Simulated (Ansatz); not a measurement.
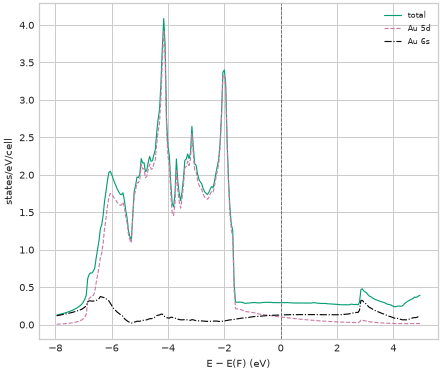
Total and projected density of states of Au (fcc (Cu type), Fm-3m), PBE in the plane-wave PAW code Ansatz

Task: Which orbitals carry the states next to the Fermi level?

Result: Within 0.5 eV of the Fermi level: Au 6s 44 %, Au 5d 35 %, outside the projected shells 21 %. Projections are on Löwdin-orthogonalised atomic valence shells; empty p or d shells of many metals are not among them.

Task: Where is the tallest occupied peak in this window, and what makes it?

Result: Near -4.1 eV, about 4.1 states/eV per cell; the largest projected share is Au 5d.

The cell was relaxed with PBE under the symmetry of its start. Spin–orbit coupling is left out wherever it is not named.

Potentials: the earlier of the program's two PAW sets.
